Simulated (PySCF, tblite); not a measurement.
# C₃H₁₂AlOSi−: dynamics, then NMR shifts on frames, part 1 of 2

How do NMR shifts of C₃H₁₂AlOSi− (`C[Si](C)(C)[O][AlH3-]`) change as the atoms move?

Computed with tblite 0.8.0 and PySCF 2.14.0, with density-fitted response routines of our own, on a single molecule in the gas phase. Atoms are numbered from 0 throughout.

### 1 The molecule as given

18 atoms, charge -1, multiplicity 1; geometry from: GFN2-xTB.

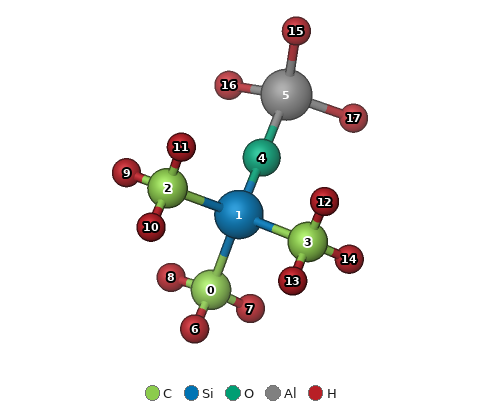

As it starts; carbon green, silicon blue, oxygen teal, aluminium grey, hydrogen red, atoms numbered.

### 2 Thermal motion with GFN2-xTB

What the job is given:

```
{"job": {"kind": "md", "xc": "GFN2-xTB", "basis": "xTB", "temperature": 600, "steps": 2000, "every": 50, "frames": 5}, "charge": -1, "multiplicity": 1}
C     -0.435405    -1.351571     1.518030
Si    -0.346610    -0.053017     0.110704
C     -1.459753    -0.686350    -1.315793
C     -1.146652     1.557464     0.776105
O      1.149904     0.186527    -0.369229
Al     2.801993     0.444421    -0.904164
H     -1.454786    -1.535714     1.848527
H      0.139576    -1.021848     2.377985
H     -0.013359    -2.296738     1.190652
H     -1.065680    -1.610768    -1.726691
H     -2.479470    -0.873958    -0.988229
H     -1.496751     0.036943    -2.124789
H     -1.158187     2.324464     0.007598
H     -2.170272     1.402897     1.109180
H     -0.577770     1.948391     1.614230
H      2.715602     1.341402    -2.239337
H      3.425635    -1.012800    -1.190326
H      3.563228     1.206572     0.293891
```

Level: GFN2-xTB Langevin dynamics, gas phase.

Launch:

```sh
$ OMP_NUM_THREADS=1 python probes_run.py task.json out
```

One launch serves the whole session: the jobs run in the order shown.

Standard output:

```text
t/fs     T/K      E/eV
    0.0   508.9   -537.65244
   25.0   405.1   -537.00117
   50.0   344.5   -536.83408
   75.0   380.7   -536.74561
  100.0   392.5   -536.48937
  125.0   414.1   -536.47367
  150.0   573.3   -536.58876
  175.0   613.5   -536.86470
  200.0   594.7   -536.75939
  225.0   468.9   -536.48278
  250.0   492.7   -536.56006
  275.0   527.0   -536.58408
  300.0   591.5   -536.39104
  325.0   614.6   -536.28866
  350.0   895.4   -536.96411
  375.0   495.3   -536.59454
  400.0   532.3   -536.40991
  425.0   440.2   -536.24060
  450.0   559.5   -536.65468
  475.0   547.6   -536.44282
  500.0   546.9   -536.18759
  525.0   652.7   -536.40051
  550.0   494.6   -536.45742
  575.0   548.6   -536.66361
  600.0   524.6   -536.52099
  625.0   459.3   -536.33920
  650.0   472.5   -536.45592
  675.0   607.7   -536.75286
  700.0   551.1   -536.39546
  725.0   696.9   -536.75765
  750.0   516.2   -536.52354
  775.0   507.6   -536.27319
  800.0   592.3   -536.46534
  825.0   603.8   -536.63506
  850.0   409.2   -536.15725
  875.0   748.7   -536.42941
  900.0   512.4   -536.48211
  925.0   571.7   -536.67466
  950.0   540.6   -536.38426
  975.0   587.3   -536.55582
 1000.0   601.4   -536.75704
```

Wall time 24 s (1 thread of Arm Neoverse N1, shared host); peak memory 0.18 GiB.

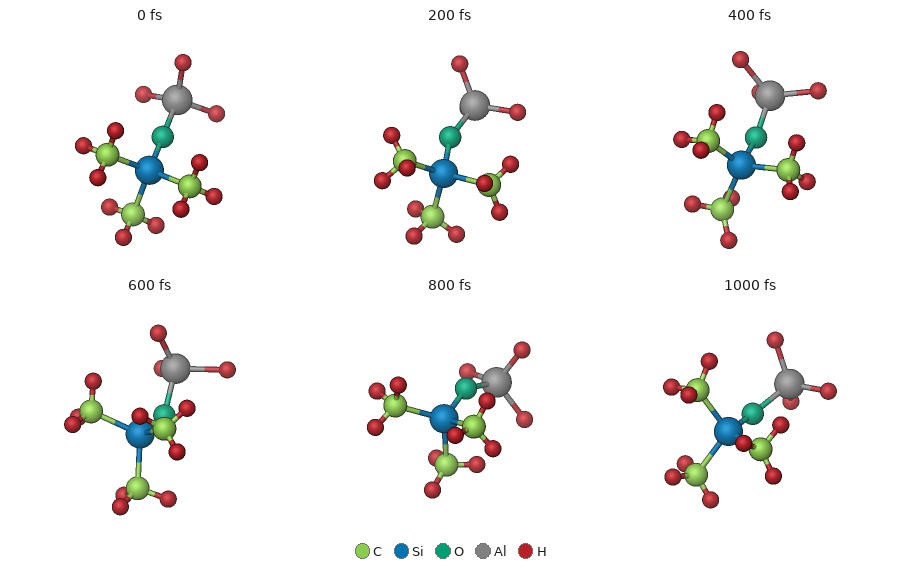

Frames of the run.

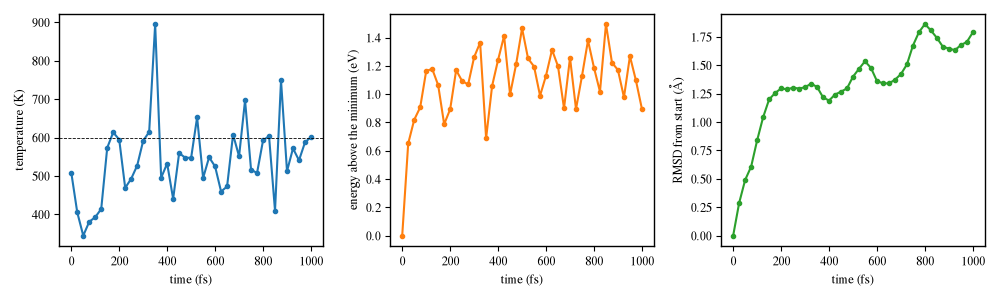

Temperature, potential energy and distance from the start.

Positions (Å) and forces (eV/Å) at 1000 fs:

```xyz
18

C    -0.066   -2.250    1.111    0.165    0.209   -3.611
Si    0.601   -0.708    0.126    0.433    0.234    0.443
C     0.369   -0.978   -1.778   -0.501    0.723   -0.013
C    -0.567    0.778    0.627    3.389   -0.506   -1.877
O     2.168   -0.383    0.356   -0.835    0.220   -0.121
Al    3.613    0.662    0.217    0.043   -1.109    0.273
H     0.769   -2.906    0.942   -0.191   -0.820    0.372
H    -0.989   -2.620    0.594    0.916    0.094    0.653
H    -0.236   -2.066    2.100   -0.369    0.281    2.238
H    -0.664   -0.817   -2.099    0.117    0.340    0.081
H     1.041   -0.429   -2.440   -0.178    0.503    0.518
H     0.561   -1.966   -2.069    0.313   -1.735   -0.003
H    -1.334    0.689   -0.067   -1.601    0.401   -0.862
H    -0.896    0.955    1.597   -0.215    0.206    1.278
H     0.189    1.510    0.243   -1.272    0.286    0.751
H     4.641   -0.142    1.276   -0.096    0.211   -0.445
H     3.343    2.084    0.759   -0.199    0.521    0.136
H     3.976    0.707   -1.374    0.082   -0.059    0.188
```

### 3 NMR shieldings: 250 fs, PBE0/pcSseg-1

What the job is given:

```
{"job": {"kind": "nmr", "xc": "PBE0", "basis": "pcSseg-1", "pop": false}, "charge": -1, "multiplicity": 1}
C     -0.158700    -1.761000     1.574300
Si    -0.317000    -0.369800     0.213400
C     -1.410800    -0.512000    -1.352300
C     -0.981300     1.166400     1.158800
O      1.237500    -0.180900    -0.217600
Al     2.839400    -0.024400    -0.703300
H      0.540900    -2.620700     1.305300
H     -1.137500    -2.149700     1.882100
H      0.203700    -1.258600     2.477200
H     -1.744500     0.531400    -1.680600
H     -1.108300    -1.197300    -2.242600
H     -2.453000    -0.865100    -1.100000
H     -1.858400     1.654400     0.619200
H     -1.245500     1.094100     2.203600
H     -0.051200     1.756100     1.165900
H      2.847100     0.062200    -2.329200
H      3.965500    -1.134000     0.153300
H      3.094400     1.556800    -0.402000
```

With the program's defaults for keys left out, this is: GIAO PBE0/pcSseg-1 NMR shielding, non-relativistic, gas phase.

Standard output:

```text
coarse grid: 15032 points
cycle   1  E = -728.0408508714  dE = -5.587e-02  |g| = 9.836e-01  |ddm| = 3.581e+00
cycle   2  E = -727.6243846703  dE =  4.165e-01  |g| = 1.731e+00  |ddm| = 3.108e+00
cycle   3  E = -728.2402787940  dE = -6.159e-01  |g| = 2.285e-01  |ddm| = 2.419e+00
cycle   4  E = -728.2507055569  dE = -1.043e-02  |g| = 7.506e-02  |ddm| = 2.283e-01
cycle   5  E = -728.2521003418  dE = -1.395e-03  |g| = 6.899e-03  |ddm| = 6.276e-02
cycle   6  E = -728.2521136816  dE = -1.334e-05  |g| = 2.147e-03  |ddm| = 1.112e-02
cycle   7  E = -728.2521148353  dE = -1.154e-06  |g| = 5.659e-04  |ddm| = 2.935e-03
final grid: 133112 points
cycle   8  E = -728.2976041685  dE = -1.266e-05  |g| = 9.749e-03  |ddm| = 1.854e-02
cycle   9  E = -728.2975790374  dE =  2.513e-05  |g| = 1.508e-02  |ddm| = 1.883e-02
cycle  10  E = -728.2976235071  dE = -4.447e-05  |g| = 1.464e-03  |ddm| = 1.211e-02
cycle  11  E = -728.2976239555  dE = -4.484e-07  |g| = 1.373e-04  |ddm| = 1.317e-03
cycle  12  E = -728.2976239593  dE = -3.845e-09  |g| = 3.501e-05  |ddm| = 1.687e-04
cycle  13  E = -728.2976239596  dE = -2.683e-10  |g| = 8.178e-06  |ddm| = 4.422e-05
converged SCF energy = -728.2976239596

GIAO shielding tensors (ppm)
atom      isotropic    diamagn.    paramagn.     s11        s22        s33       span
  0 C      175.146     253.704     -78.558    163.574    171.229    190.634     27.060
  1 Si     363.386     879.060    -515.674    329.527    335.712    424.919     95.392
  2 C      175.534     252.272     -76.738    162.403    168.224    195.977     33.574
  3 C      178.349     258.071     -79.722    164.886    175.365    194.796     29.909
  4 O      248.216     397.182    -148.966    181.127    277.599    285.921    104.794
  5 Al     472.276     795.052    -322.776    447.778    458.070    510.979     63.202
  6 H       29.995      29.694       0.301     26.034     27.832     36.118     10.084
  7 H       32.012      30.769       1.243     28.492     29.530     38.014      9.522
  8 H       31.259      32.227      -0.969     28.164     30.128     35.483      7.319
  9 H       30.044      30.978      -0.934     26.489     28.683     34.959      8.470
 10 H       29.418      28.750       0.667     25.199     26.839     36.215     11.016
 11 H       31.206      29.941       1.265     28.130     28.783     36.705      8.574
 12 H       30.951      31.643      -0.692     26.486     29.850     36.518     10.032
 13 H       32.008      32.842      -0.834     28.021     30.251     37.753      9.732
 14 H       30.187      32.596      -2.409     25.847     29.625     35.089      9.241
 15 H       26.751      29.989      -3.238     23.590     25.637     31.026      7.436
 16 H       26.215      28.276      -2.061     23.443     25.149     30.052      6.609
 17 H       26.813      30.310      -3.497     23.467     25.838     31.133      7.666
```

It took 38 s on 1 thread of Arm Neoverse N1, shared host; peak memory 0.81 GiB.

The references, computed at this level on geometries of the same kind, shield at (ppm): 1H TMS 31.72, 13C TMS 186.9, 29Si TMS 349.2, 17O H2O 336.1, 27Al AlH4- 490.0. Their shielding less the atom's gives the shift. The references are single molecules in the gas phase, so shifts against H2O, NH3, PH3, H3PO4 or CFCl3 are not on the usual liquid scales and can be off by tens of ppm. Shifts against hydride references such as AlH4− lie on their own scale. Each atom is listed at this fixed geometry, with no averaging over motion; a spectrum would average atoms that exchange fast.

```csv
atoms,environment,σ (ppm),δ (ppm)
C0,methyl carbon bonded to Si,175.1,11.8
C2,methyl carbon bonded to Si,175.5,11.4
C3,methyl carbon bonded to Si,178.3,8.6
H16,hydrogen on an aluminium bonded to O,26.21,5.50
H15,hydrogen on an aluminium bonded to O,26.75,4.97
H17,hydrogen on an aluminium bonded to O,26.81,4.90
H10,hydrogen on a methyl carbon bonded to Si,29.42,2.30
H6,hydrogen on a methyl carbon bonded to Si,29.99,1.72
H9,hydrogen on a methyl carbon bonded to Si,30.04,1.67
H14,hydrogen on a methyl carbon bonded to Si,30.19,1.53
H12,hydrogen on a methyl carbon bonded to Si,30.95,0.77
H11,hydrogen on a methyl carbon bonded to Si,31.21,0.51
H8,hydrogen on a methyl carbon bonded to Si,31.26,0.46
H13,hydrogen on a methyl carbon bonded to Si,32.01,-0.29
H7,hydrogen on a methyl carbon bonded to Si,32.01,-0.30
Si1,"silicon bonded to 3 C, O",363.4,-14.2
O4,"oxygen bonded to Al, Si",248.2,87.9
Al5,"aluminium bonded to O, 3 H",472.3,17.7
```

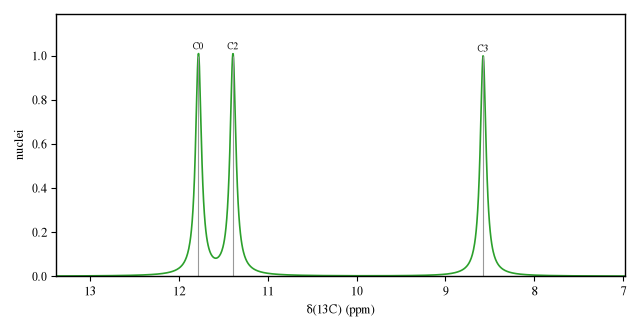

13C lines at the computed shifts, without couplings. Lines are broadened to a width of 0.08 ppm (Lorentzian).

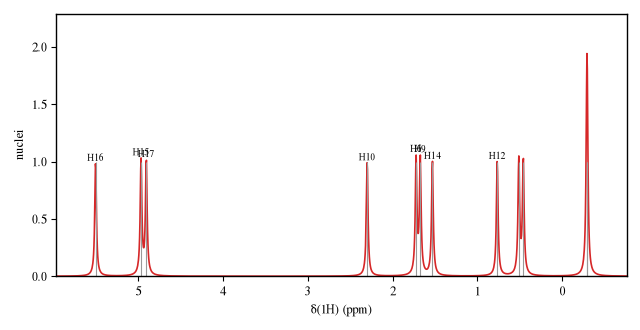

1H lines at the computed shifts, without couplings. Lines are broadened to a width of 0.02 ppm (Lorentzian).

### 4 Nuclear shieldings: 425 fs, PBE0/pcSseg-1

What the job is given:

```
{"job": {"kind": "nmr", "xc": "PBE0", "basis": "pcSseg-1", "pop": false}, "charge": -1, "multiplicity": 1}
C      0.278500    -2.054000     1.767100
Si     0.394000    -0.699800     0.487500
C     -0.460400    -1.071900    -1.225700
C     -0.036400     1.181900     0.780400
O      1.925900    -0.592400     0.137400
Al     3.291900     0.132500    -0.772900
H     -0.287100    -2.879000     1.480900
H     -0.274400    -1.489000     2.552800
H      1.272700    -2.032700     2.144700
H      0.082900    -0.512500    -1.962800
H     -0.463800    -2.126200    -1.593300
H     -1.524500    -0.615300    -1.223800
H     -1.055500     1.543800     1.217400
H      0.760800     1.677900     1.413700
H      0.059000     1.539400    -0.275400
H      2.716700     0.037700    -2.328900
H      4.513500    -0.553100     0.095100
H      3.270400     1.808100    -0.440000
```

Method: GIAO PBE0/pcSseg-1 NMR shielding, non-relativistic, gas phase.

Standard output:

```text
coarse grid: 15032 points
cycle   1  E = -728.0181268688  dE =  4.550e-02  |g| = 1.014e+00  |ddm| = 3.582e+00
cycle   2  E = -727.4933182816  dE =  5.248e-01  |g| = 1.869e+00  |ddm| = 3.757e+00
cycle   3  E = -728.2295395796  dE = -7.362e-01  |g| = 2.449e-01  |ddm| = 3.085e+00
cycle   4  E = -728.2411412639  dE = -1.160e-02  |g| = 9.000e-02  |ddm| = 2.708e-01
cycle   5  E = -728.2431057557  dE = -1.964e-03  |g| = 9.064e-03  |ddm| = 7.470e-02
cycle   6  E = -728.2431244344  dE = -1.868e-05  |g| = 4.197e-03  |ddm| = 1.383e-02
cycle   7  E = -728.2431287845  dE = -4.350e-06  |g| = 8.934e-04  |ddm| = 4.422e-03
final grid: 133112 points
cycle   8  E = -728.2881164620  dE = -1.696e-05  |g| = 9.411e-03  |ddm| = 2.019e-02
cycle   9  E = -728.2880962655  dE =  2.020e-05  |g| = 1.396e-02  |ddm| = 1.920e-02
cycle  10  E = -728.2881348461  dE = -3.858e-05  |g| = 1.602e-03  |ddm| = 1.222e-02
cycle  11  E = -728.2881353657  dE = -5.195e-07  |g| = 1.283e-04  |ddm| = 1.525e-03
cycle  12  E = -728.2881353688  dE = -3.170e-09  |g| = 3.030e-05  |ddm| = 1.579e-04
cycle  13  E = -728.2881353690  dE = -1.698e-10  |g| = 9.868e-06  |ddm| = 4.225e-05
converged SCF energy = -728.2881353690

GIAO shielding tensors (ppm)
atom      isotropic    diamagn.    paramagn.     s11        s22        s33       span
  0 C      189.620     261.432     -71.811    172.271    194.775    201.815     29.544
  1 Si     359.631     881.207    -521.576    322.755    353.439    402.699     79.944
  2 C      175.993     257.536     -81.543    166.723    172.743    188.513     21.791
  3 C      168.249     256.669     -88.421    162.026    165.292    177.428     15.403
  4 O      238.805     399.620    -160.815    152.170    279.798    284.446    132.276
  5 Al     463.506     795.342    -331.836    436.250    454.876    499.393     63.143
  6 H       32.440      33.351      -0.910     27.977     30.366     38.978     11.001
  7 H       31.689      32.161      -0.472     27.514     30.355     37.200      9.686
  8 H       31.325      32.063      -0.739     26.398     30.447     37.130     10.732
  9 H       30.747      34.854      -4.107     26.578     29.726     35.938      9.360
 10 H       31.156      31.697      -0.541     27.744     28.447     37.277      9.533
 11 H       30.829      32.529      -1.701     27.114     29.431     35.941      8.827
 12 H       30.329      31.309      -0.980     26.917     27.535     36.536      9.619
 13 H       29.724      31.695      -1.971     25.787     28.602     34.783      8.996
 14 H       30.095      34.217      -4.123     27.116     29.776     33.392      6.276
 15 H       26.485      30.162      -3.676     23.075     26.084     30.297      7.222
 16 H       26.707      29.237      -2.531     23.271     25.438     31.412      8.141
 17 H       26.564      30.126      -3.562     23.565     26.272     29.855      6.289
```

Run time: 38 s. Hardware: 1 thread of Arm Neoverse N1, shared host; peak memory 0.84 GiB.

This run: δ C3 18.7, C2 10.9, C0 -2.7, Si1 -10.5, H15 5.23, H17 5.15 ppm.

(Continued in part 2 of 2.)
